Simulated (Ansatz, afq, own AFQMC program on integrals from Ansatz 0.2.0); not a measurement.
# SiGeH₂ (triplet): AFQMC on the coupled-cluster ladder, cc-pVDZ

Aim: compute SiGeH₂ (triplet) with auxiliary-field quantum Monte Carlo on the same integrals as coupled cluster, and set the energies side by side.

Computed with Ansatz 0.2.0, Gaussian basis, and an in-house AFQMC program (afq) on its integrals; all values are calculated. Level: cc-pVDZ, frozen cores.

The runs, in order: PBE (unrestricted); r2SCAN (unrestricted); PBE0 (unrestricted); B3LYP (unrestricted); wB97M-V (unrestricted); B2PLYP (unrestricted); CCSD(T) on UHF; CCSDT(Q) on UHF; Phaseless AFQMC, CISD trial on UHF; Free-projection AFQMC, CISD trial on UHF.

1 further run of the same task is left out (it didn't finish).

### 1 The system

The geometry is a PBE0/def2-TZVP stationary point (not a proven minimum). No spin-orbit coupling is included. The filled d shell of Ge may be among the frozen orbitals whatever the setting's name suggests; the logs give the count.

4 atoms, charge 0, spin multiplicity 3.

Atoms are counted from 1 here; the program's logs count them from 0.

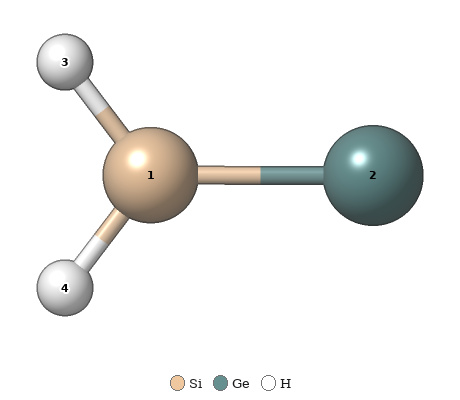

The geometry (silicon light orange, germanium teal, hydrogen white); atoms are numbered from 1 in the order of the file.

### 2 PBE (unrestricted)

in.yaml reads:

```yaml
crystal:
  periodic: [false, false, false]
  atoms:
    - {symbol: Si, position_ang: [0.000000, 0.000000, 1.638136]}
    - {symbol: Ge, position_ang: [0.000000, 0.000000, -0.703890]}
    - {symbol: H, position_ang: [0.000000, 1.191949, 2.541160]}
    - {symbol: H, position_ang: [0.000000, -1.191949, 2.541160]}
basis:
  gaussian: {orbitals: cc-pVDZ}
magnetization: {spin_polarized: true, initial_magnetization: 2}
hamiltonian: {xc: {name: PBE}}
output: {orbitals: {seedname: orbitals}}
```

On the command line:

```
$ ansatz run in.yaml --threads 1 --pin off --events-out ev --progress --plain --max-ram 1843MiB
```

Output:

```text
Functional definition: PBE
  name "PBE"
  cite "Perdew, Burke & Ernzerhof, Phys. Rev. Lett. 77, 3865 (1996) doi:10.1103/PhysRevLett.77.3865"
  parent pbe
  parameter kappa = 0.804
  parameter beta = 0.06672455060314922
  exchange = pbe_x(kappa = kappa, mu = beta*pi^2/3)
  correlation = pbe_c(beta = beta)
598 factors; integrals over basis functions are off by at most 1.4e-3 eV
mean field evaluation 1: about -64411.7370 eV, gradient 8.7e0 eV
mean field evaluation 2: about -64410.8692 eV, gradient 1.2e1 eV
mean field evaluation 4: about -64412.4745 eV, gradient 3.3e-1 eV
mean field evaluation 8: about -64412.4722 eV, gradient 1.5e-2 eV
mean field evaluation 16: about -64408.2551 eV, gradient 8.2e0 eV
mean field evaluation 32: about -64411.1142 eV, gradient 1.1e-3 eV
mean field -64412.47216938 eV, -2367.1146918829 hartree, gradient 6.6e-5 eV, S^2 2.004321; 9 other end points of the search recorded, 0 dependent functions left out
reference -64412.47220045 eV, -2367.1146930249 hartree; 25, 23 occupied and 30, 32 virtual orbitals, 598 factors
Total energy: -64412.47220045 eV, -2367.1146930249 hartree
```

Wall time 5.5 s (1 thread of Arm Neoverse V2, shared host).

From the report: ⟨S²⟩ of the determinant 2.004 (pure triplet: 2.00).

### 3 r2SCAN (unrestricted)

Changes to in.yaml since step 2:

```diff
@@ -10,3 +10,2 @@
 magnetization: {spin_polarized: true, initial_magnetization: 2}
-hamiltonian: {xc: {name: PBE}}
-output: {orbitals: {seedname: orbitals}}
+hamiltonian: {xc: {name: r2SCAN}}
```

The command is unchanged.

Output:

```text
Functional definition: r2SCAN
  name "r2SCAN"
  cite "Furness, Kaplan, Ning, Perdew & Sun, J. Phys. Chem. Lett. 11, 8208 (2020) doi:10.1021/acs.jpclett.0c02405"
  cite "Furness, Kaplan, Ning, Perdew & Sun, J. Phys. Chem. Lett. 11, 9248 (2020) doi:10.1021/acs.jpclett.0c03077"
  parent r2scan
  parameter k0 = 0.174
  parameter k1 = 0.065
  parameter a1 = 4.9479
  exchange = r2scan_x(k0 = k0, k1 = k1, a1 = a1)
  correlation = r2scan_c
598 factors; integrals over basis functions are off by at most 1.4e-3 eV
mean field evaluation 1: about -64423.5978 eV, gradient 6.7e0 eV
mean field evaluation 2: about -64423.4603 eV, gradient 7.3e0 eV
mean field evaluation 4: about -64424.0588 eV, gradient 3.0e-1 eV
mean field evaluation 8: about -64424.0586 eV, gradient 1.7e-2 eV
mean field evaluation 16: about -64422.4758 eV, gradient 4.6e0 eV
mean field -64424.05862564 eV, -2367.5404862969 hartree, gradient 1.8e-5 eV, S^2 2.010397; 0 other end points of the search recorded, 0 dependent functions left out
reference -64424.05863575 eV, -2367.5404866686 hartree; 25, 23 occupied and 30, 32 virtual orbitals, 598 factors
Total energy: -64424.05863575 eV, -2367.5404866686 hartree
```

Wall time 3.5 s (1 thread of Arm Neoverse V2, shared host).

From the report: ⟨S²⟩ of the determinant 2.010 (pure triplet: 2.00).

### 4 PBE0 (unrestricted)

Changes to in.yaml since step 3:

```diff
@@ -10,2 +10,3 @@
 magnetization: {spin_polarized: true, initial_magnetization: 2}
-hamiltonian: {xc: {name: r2SCAN}}
+hamiltonian: {xc: {name: PBE0}}
+output: {orbitals: {seedname: orbitals}}
```

Launched as before.

Output:

```text
Functional definition: PBE0
  name "PBE0"
  cite "Adamo & Barone, J. Chem. Phys. 110, 6158 (1999) doi:10.1063/1.478522"
  cite "Perdew, Burke & Ernzerhof, Phys. Rev. Lett. 77, 3865 (1996) doi:10.1103/PhysRevLett.77.3865"
  parent pbe
  parameter a = 0.25
  parameter kappa = 0.804
  parameter beta = 0.06672455060314922
  exchange = (1 - a)*pbe_x(kappa = kappa, mu = beta*pi^2/3) + a*exact_x
  correlation = pbe_c(beta = beta)
598 factors; integrals over basis functions are off by at most 1.4e-3 eV
mean field evaluation 1: about -64414.3234 eV, gradient 5.7e0 eV
mean field evaluation 2: about -64414.3847 eV, gradient 5.1e0 eV
mean field evaluation 4: about -64414.6621 eV, gradient 2.0e-1 eV
mean field evaluation 8: about -64414.6892 eV, gradient 2.3e-2 eV
mean field evaluation 16: about -64414.6892 eV, gradient 6.6e-5 eV
mean field -64414.68916459 eV, -2367.1961649541 hartree, gradient 6.4e-5 eV, S^2 2.006349; 0 other end points of the search recorded, 0 dependent functions left out
reference -64414.68918793 eV, -2367.1961658118 hartree; 25, 23 occupied and 30, 32 virtual orbitals, 598 factors
Total energy: -64414.68918793 eV, -2367.1961658118 hartree
```

It took 2 s on 1 thread of Arm Neoverse V2, shared host.

From the report: ⟨S²⟩ of the determinant 2.006 (pure triplet: 2.00).

### 5 B3LYP (unrestricted)

Changes to in.yaml since step 4:

```diff
@@ -10,3 +10,2 @@
 magnetization: {spin_polarized: true, initial_magnetization: 2}
-hamiltonian: {xc: {name: PBE0}}
-output: {orbitals: {seedname: orbitals}}
+hamiltonian: {xc: {name: B3LYP}}
```

Same command.

Output, cut to the lines that bear on the results:

```text
Functional definition: B3LYP
  name "B3LYP"
  cite "Stephens, Devlin, Chabalowski & Frisch, J. Phys. Chem. 98, 11623 (1994) doi:10.1021/j100096a001"
  cite "Becke, Phys. Rev. A 38, 3098 (1988) doi:10.1103/PhysRevA.38.3098"
  cite "Lee, Yang & Parr, Phys. Rev. B 37, 785 (1988) doi:10.1103/PhysRevB.37.785"
  cite "Vosko, Wilk & Nusair, Can. J. Phys. 58, 1200 (1980) doi:10.1139/p80-159"
[...]
598 factors; integrals over basis functions are off by at most 1.4e-3 eV
[...]
mean field -64427.00177788 eV, -2367.6486451468 hartree, gradient 2.0e-5 eV, S^2 2.003917; 0 other end points of the search recorded, 0 dependent functions left out
reference -64427.00198580 eV, -2367.6486527877 hartree; 25, 23 occupied and 30, 32 virtual orbitals, 598 factors
Total energy: -64427.00198580 eV, -2367.6486527877 hartree
```

It took 1.9 s on 1 thread of Arm Neoverse V2, shared host.

From the report: ⟨S²⟩ of the determinant 2.004 (pure triplet: 2.00).

### 6 wB97M-V (unrestricted)

Changes to in.yaml since step 5:

```diff
@@ -10,2 +10,3 @@
 magnetization: {spin_polarized: true, initial_magnetization: 2}
-hamiltonian: {xc: {name: B3LYP}}
+hamiltonian: {xc: {name: wB97M-V}}
+output: {orbitals: {seedname: orbitals}}
```

Launched as before.

Output, cut to the lines that bear on the results:

```text
Functional definition: wB97M-V
  name "wB97M-V"
  cite "Mardirossian & Head-Gordon, J. Chem. Phys. 144, 214110 (2016) doi:10.1063/1.4952647"
  cite "Becke, J. Chem. Phys. 107, 8554 (1997) doi:10.1063/1.475007"
  cite "Vydrov & Van Voorhis, J. Chem. Phys. 133, 244103 (2010) doi:10.1063/1.3521275"
  # Of w^i u^j: cxij and so on, Table III.
[...]
  gx(w, u) = 1 - cx + cx01*u + cx10*w
  gss(w, u) = css00 + css04*u^4 + css10*w + css20*w^2 + css43*w^4*u^3
  gos(w, u) = cos00 + cos10*w + (cos20 + cos21*u)*w^2 + (cos60 + cos61*u)*w^6
[...]
      + integral(e_c_pw_mod_opposite_spin*gos(b97_w_opposite, b97_u_opposite)) + vv10(b, c)
598 factors; integrals over basis functions are off by at most 1.4e-3 eV
184 factors; integrals over basis functions are off by at most 7.1e-6 eV
[...]
mean field -64421.21878389 eV, -2367.4361240374 hartree, gradient 3.3e-5 eV, S^2 2.003221; 1 other end points of the search recorded, 0 dependent functions left out
reference -64421.21881738 eV, -2367.4361252683 hartree; 25, 23 occupied and 30, 32 virtual orbitals, 598 factors
Total energy: -64421.21881738 eV, -2367.4361252683 hartree
```

Run time: 11 s. Hardware: 1 thread of Arm Neoverse V2, shared host.

From the report: ⟨S²⟩ of the determinant 2.003 (pure triplet: 2.00).

### 7 B2PLYP (unrestricted)

Changes to in.yaml since step 6:

```diff
@@ -10,3 +10,3 @@
 magnetization: {spin_polarized: true, initial_magnetization: 2}
-hamiltonian: {xc: {name: wB97M-V}}
-output: {orbitals: {seedname: orbitals}}
+hamiltonian: {xc: {name: B2PLYP}}
+correlation: {electrons: outside_noble_gas}
```

Same command.

Output, cut to the lines that bear on the results:

```text
Functional definition: B2PLYP
  name "B2PLYP"
  cite "Grimme, J. Chem. Phys. 124, 034108 (2006) doi:10.1063/1.2148954"
  cite "Becke, Phys. Rev. A 38, 3098 (1988) doi:10.1103/PhysRevA.38.3098"
  cite "Lee, Yang & Parr, Phys. Rev. B 37, 785 (1988) doi:10.1103/PhysRevB.37.785"
[...]
598 factors; integrals over basis functions are off by at most 1.4e-3 eV
[...]
mean field -64408.83011139 eV, -2366.9808487205 hartree, gradient 3.3e-6 eV, S^2 2.008482; 0 other end points of the search recorded, 0 dependent functions left out
19 core orbitals not correlated: weight in the atoms' cores, before any rotation towards them, 1.000 or more for the frozen orbitals, at most 0.000 for the correlated occupied ones
reference -64408.83024403 eV, -2366.9808535950 hartree; 6, 4 occupied and 30, 32 virtual orbitals, 598 factors
second order -5.06729469 eV of doubles, -0.00000000 eV of singles
Total energy: -64410.19841360 eV, -2367.0311328992 hartree
```

It took 2 s on 1 thread of Arm Neoverse V2, shared host.

From the report: ⟨S²⟩ of the determinant 2.008 (pure triplet: 2.00).

### 8 CCSD(T) on UHF

Changes to in.yaml since step 7:

```diff
@@ -10,3 +10,2 @@
 magnetization: {spin_polarized: true, initial_magnetization: 2}
-hamiltonian: {xc: {name: B2PLYP}}
-correlation: {electrons: outside_noble_gas}
+correlation: {method: ccsd_t, electrons: outside_noble_gas, hamiltonian_folder: ham}
```

Launched as before.

Output, cut to the lines that bear on the results:

```text
Functional definition: HF
  name "HF"
  cite "Fock, Z. Phys. 61, 126 (1930) doi:10.1007/BF01340294"
  parent pbe
[...]
598 factors; integrals over basis functions are off by at most 1.4e-3 eV
[...]
mean field -64364.94166583 eV, -2365.3679780947 hartree, gradient 2.8e-6 eV, S^2 2.024230; 10 other end points of the search recorded, 0 dependent functions left out
determinant -64364.94166583 eV, -2365.3679780947 hartree, with singles and doubles -64369.85661791 eV, -2365.5485992524 hartree
determinant -64363.76463569 eV, -2365.3247230349 hartree, with singles and doubles -64368.58283732 eV, -2365.5017886791 hartree
determinant -64363.11248590 eV, -2365.3007569722 hartree, with singles and doubles -64368.46440346 eV, -2365.4974363149 hartree
determinant -64362.21932000 eV, -2365.2679337308 hartree, with singles and doubles -64366.84000579 eV, -2365.4377408016 hartree
determinant -64362.01396103 eV, -2365.2603869279 hartree, with singles and doubles -64366.93370297 eV, -2365.4411841096 hartree
determinant -64361.81747539 eV, -2365.2531662139 hartree, with singles and doubles -64366.60221330 eV, -2365.4290020889 hartree
determinant -64361.67867638 eV, -2365.2480654442 hartree, with singles and doubles -64366.92369735 eV, -2365.4408164099 hartree
19 core orbitals not correlated: weight in the atoms' cores, before any rotation towards them, 1.000 or more for the frozen orbitals, at most 0.000 for the correlated occupied ones
reference -64364.94166583 eV, -2365.3679780947 hartree; 6, 4 occupied and 30, 32 virtual orbitals, 598 factors
second order -3.90923441 eV of doubles, -0.00000000 eV of singles
cycle   1  -4.91494850 eV  change    3.6e-6 eV  update   8.1e-4
[...]
cycle   7  -4.91498509 eV  change    1.4e-6 eV  update   3.4e-6
perturbative correction -0.15898735 eV, -0.0058426773 hartree
Total energy: -64370.01563827 eV, -2365.5544431426 hartree
```

Wall time 4.2 s (1 thread of Arm Neoverse V2, shared host).

From the report: ⟨S²⟩ of the determinant 2.024 (pure triplet: 2.00); correlation -5.0740 eV; T1 0.020; largest double amplitude 0.05.

This run also writes the integrals to the folder ham.

### 9 CCSDT(Q) on UHF

Changes to in.yaml since step 8:

```diff
@@ -10,2 +10,2 @@
 magnetization: {spin_polarized: true, initial_magnetization: 2}
-correlation: {method: ccsd_t, electrons: outside_noble_gas, hamiltonian_folder: ham}
+correlation: {method: ccsdt_q, electrons: outside_noble_gas}
```

Same command.

Output, cut to the lines that bear on the results:

```text
Functional definition: HF
  name "HF"
  cite "Fock, Z. Phys. 61, 126 (1930) doi:10.1007/BF01340294"
  parent pbe
[...]
1066 factors; integrals over basis functions are off by at most 1.7e-7 eV
[...]
mean field -64364.94172655 eV, -2365.3679803262 hartree, gradient 7.5e-6 eV, S^2 2.024230; 10 other end points of the search recorded, 0 dependent functions left out
determinant -64364.94172655 eV, -2365.3679803262 hartree, with singles and doubles -64369.85666518 eV, -2365.5486009893 hartree
determinant -64363.76469455 eV, -2365.3247251980 hartree, with singles and doubles -64368.58288430 eV, -2365.5017904054 hartree
determinant -64363.11253851 eV, -2365.3007589058 hartree, with singles and doubles -64368.46443960 eV, -2365.4974376429 hartree
determinant -64362.21938740 eV, -2365.2679362078 hartree, with singles and doubles -64366.84005746 eV, -2365.4377427003 hartree
determinant -64362.01402766 eV, -2365.2603893766 hartree, with singles and doubles -64366.93376927 eV, -2365.4411865459 hartree
determinant -64361.81754430 eV, -2365.2531687463 hartree, with singles and doubles -64366.60232539 eV, -2365.4290062079 hartree
determinant -64361.67872611 eV, -2365.2480672717 hartree, with singles and doubles -64366.92374817 eV, -2365.4408182773 hartree
19 core orbitals not correlated: weight in the atoms' cores, before any rotation towards them, 1.000 or more for the frozen orbitals, at most 0.000 for the correlated occupied ones
reference -64364.94172655 eV, -2365.3679803262 hartree; 6, 4 occupied and 30, 32 virtual orbitals, 1066 factors
second order -3.90925249 eV of doubles, -0.00000000 eV of singles
cycle   1  -4.61532272 eV  change   -7.1e-1 eV  update   8.4e-2
[...]
cycle  16  -5.11127952 eV  change    7.5e-7 eV  update   5.0e-7
perturbative correction -0.00903432 eV, -0.0003320052 hartree
Total energy: -64370.06204039 eV, -2365.5561483893 hartree
```

Run time: 14 s. Hardware: 1 thread of Arm Neoverse V2, shared host.

From the report: ⟨S²⟩ of the determinant 2.024 (pure triplet: 2.00); correlation -5.1203 eV; T1 0.022; largest double amplitude 0.07.

### 10 Phaseless AFQMC, CISD trial on UHF

It reads the integrals that the CCSD(T) run on this determinant wrote.

On the command line:

```
$ afq ham --method phaseless --trial cisd --walkers 60 --populations 1 --least-time 40 --time-step 0.005 --steps-per-block 50 --equilibration-blocks 28 --max-blocks 300 --target-error 0.00038 --factor-cut 1e-05 --start spin_pure --seed 9161 --release-times 0.24,0.51,0.99,1.62,2.4 --release-step 0.03 --release-every 4 --taylor-order 6
```

Output:

```text
orbitals 36  electrons 6 4  factors 273 of 598
reference energy -2365.36797809 Eh
CCSD correlation -0.18062208 Eh in 11 cycles, weight of the determinant in the CISD state 0.8712
energy of the start -2365.547885 Eh
 block  time / (1/Eh)  mean weight  energy / Eh
     1     0.250  1.0002  -2365.545671
     2     0.500  1.0006  -2365.545845
     3     0.750  0.9996  -2365.546796
     4     1.000  0.9991  -2365.548964
     5     1.250  0.9998  -2365.549131
     6     1.500  0.9995  -2365.549582
     7     1.750  0.9981  -2365.550949
     8     2.000  1.0022  -2365.550786
     9     2.250  0.9999  -2365.549785
    10     2.500  0.9977  -2365.551247
    17     4.250  0.9993  -2365.555470
    25     6.250  1.0003  -2365.554493
    33     8.250  1.0003  -2365.558670
    41    10.250  0.9984  -2365.559853
    49    12.250  0.9993  -2365.560191
    57    14.250  1.0012  -2365.555018
    65    16.250  1.0006  -2365.555870
    73    18.250  1.0002  -2365.551906
    81    20.250  1.0008  -2365.553954
    89    22.250  0.9994  -2365.555859
    97    24.250  1.0007  -2365.554073
   105    26.250  1.0005  -2365.556830
   113    28.250  1.0003  -2365.554424
   121    30.250  0.9997  -2365.555835
   129    32.250  0.9996  -2365.560419
   137    34.250  1.0012  -2365.568012
   145    36.250  0.9999  -2365.562547
   153    38.250  1.0009  -2365.556996
   161    40.250  0.9988  -2365.552553
   169    42.250  1.0000  -2365.552678
   177    44.250  1.0004  -2365.553913
   185    46.250  0.9999  -2365.554679
   193    48.250  0.9994  -2365.556686
   201    50.250  1.0009  -2365.558169
   209    52.250  0.9999  -2365.557500
   217    54.250  0.9987  -2365.555303
   225    56.250  1.0019  -2365.558833
   233    58.250  1.0013  -2365.554383
   241    60.250  0.9987  -2365.556121
   249    62.250  1.0014  -2365.554285
   257    64.250  0.9984  -2365.553271
   265    66.250  0.9999  -2365.558115
   273    68.250  0.9990  -2365.557376
   281    70.250  1.0001  -2365.555771
   289    72.250  1.0026  -2365.555375
   297    74.250  1.0005  -2365.551902
   305    76.250  1.0019  -2365.555575
   313    78.250  0.9982  -2365.553369
   321    80.250  1.0002  -2365.556703
blocks merged  error / Eh  count
     1  0.000205  300
     2  0.000265  150
     4  0.000335  75
     8  0.000423  37
    16  0.000527  18
    32  0.000580  9
released: time / (1/Eh)  energy / Eh  error  mean overlap
  0.24  -2365.556691  0.000449  0.9843
  0.51  -2365.556891  0.000352  0.9715
  0.99  -2365.556292  0.000336  0.9856
  1.62  -2365.556756  0.000370  0.9667
  2.40  -2365.556391  0.000407  0.9841
energy -2365.556267 +/- 0.000527 Eh
```

Wall time 5.3 min (1 thread of Arm Neoverse V2, shared host).

Energy -64370.0653 ± 0.0144 eV. Caveats: constraint bias not in the error.

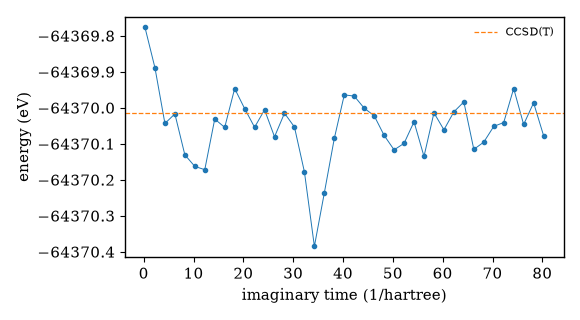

Block energies along the walk.

### 11 Free-projection AFQMC, CISD trial on UHF

It reads the integrals that the CCSD(T) run on this determinant wrote.

On the command line:

```
$ afq ham --method free --trial cisd --walkers 60 --time-step 0.03 --max-blocks 80 --target-error 0.00038 --factor-cut 1e-05 --seed 3537 --times 0,0.21,0.42,0.81,1.2,1.8,2.4,3 --taylor-order 8
```

Output:

```text
orbitals 36  electrons 6 4  factors 273 of 598
reference energy -2365.36797809 Eh
CCSD correlation -0.18062208 Eh in 11 cycles, weight of the determinant in the CISD state 0.8712
repeat  energy at the last time / Eh  error
    10  -2365.556885  0.001166
    20  -2365.556596  0.000809
    30  -2365.556481  0.000590
    40  -2365.556161  0.000498
    50  -2365.556056  0.000427
    60  -2365.556201  0.000384
time / (1/Eh)  energy / Eh  error  mean overlap
  0.00  -2365.548700  0.000114  1.1482
  0.21  -2365.550970  0.000157  1.1527
  0.42  -2365.552552  0.000185  1.1488
  0.81  -2365.554052  0.000197  1.1523
  1.20  -2365.555330  0.000239  1.1322
  1.80  -2365.555481  0.000259  1.1401
  2.40  -2365.555908  0.000352  1.1376
  3.00  -2365.556182  0.000378  1.1299
energy -2365.556182 +/- 0.000378 Eh
```

Run time: 2.2 min. Hardware: 1 thread of Arm Neoverse V2, shared host; peak memory 0.25 GiB.

Energy -64370.0630 ± 0.0103 eV. Caveats: remainder of the start not in the error.

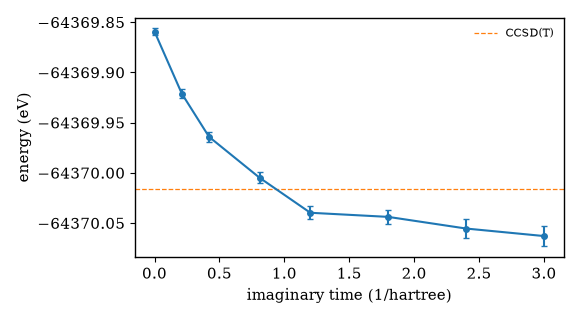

Energy against projection time, with error bars.

### 12 All levels side by side

On the UHF determinant, counted from CCSDT(Q) (a yardstick, not exact):

| level | energy (eV) | from CCSDT(Q) (kcal/mol) | statistical error (kcal/mol) | time |
| --- | --- | --- | --- | --- |
| HF | -64364.9417 | +118.08 |  |  |
| MP2 | -64368.8509 | +27.93 |  |  |
| CCSD | -64369.8567 | +4.74 |  |  |
| CCSD(T) | -64370.0156 | +1.07 |  |  |
| CCSDT(Q) | -64370.0620 | 0.00 |  |  |
| Phaseless AFQMC, CISD trial, step 0.005, 60 walkers | -64370.0653 | -0.07 | 0.33 | 5.3 min |
| Free-projection AFQMC, CISD trial, step 0.03, 60 walkers | -64370.0630 | -0.02 | 0.24 | 2.2 min |

The functionals' totals stand on their own zeros and serve differences with other points: PBE -64412.472 eV; r2SCAN -64424.059 eV; PBE0 -64414.689 eV; B3LYP -64427.002 eV; wB97M-V -64421.219 eV; B2PLYP -64410.198 eV.

### 13 Outcome

| quantity | value |
| --- | --- |
| CCSD(T) on UHF from CCSDT(Q) | +1.07 kcal/mol |
| Phaseless AFQMC, CISD trial on UHF from CCSDT(Q) | -0.07 ± 0.33 kcal/mol |
| Free-projection AFQMC, CISD trial on UHF from CCSDT(Q) | -0.02 ± 0.24 kcal/mol |

What this shows: On UHF the phaseless walk with the CISD trial lies -0.07 kcal/mol from CCSDT(Q), within three error bars. Free projection has no constraint; at the last time it gives -0.02 ± 0.24 kcal/mol, and from a start that isn't spin pure other spins can mix in. Error bars are statistical and leave out the constraint, the time step and what remains of the start.
